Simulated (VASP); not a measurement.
Band structure of Y3InC (space group Pm-3m). Level of theory: PBEsol GGA with spin-orbit coupling, VASP's PBE PAW potentials (set 64) (plane waves; VASP).

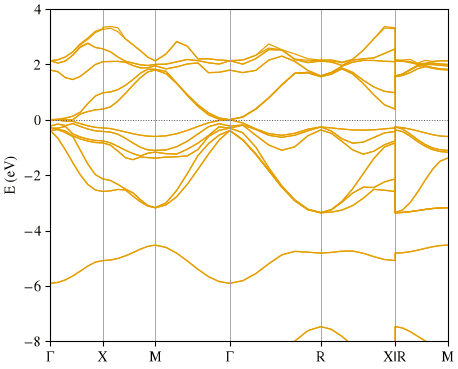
Bands along high-symmetry lines, zero at the valence-band maximum or, without a gap, the Fermi level

Problem. Read the plot: is there a gap, and where are the band edges?

Solution. It has no gap at this level: it comes out as a metal or semimetal.

The structure comes from a computed database's Y3InC entry (Pm-3m); how it stands against other phases isn't given here. It was relaxed first.
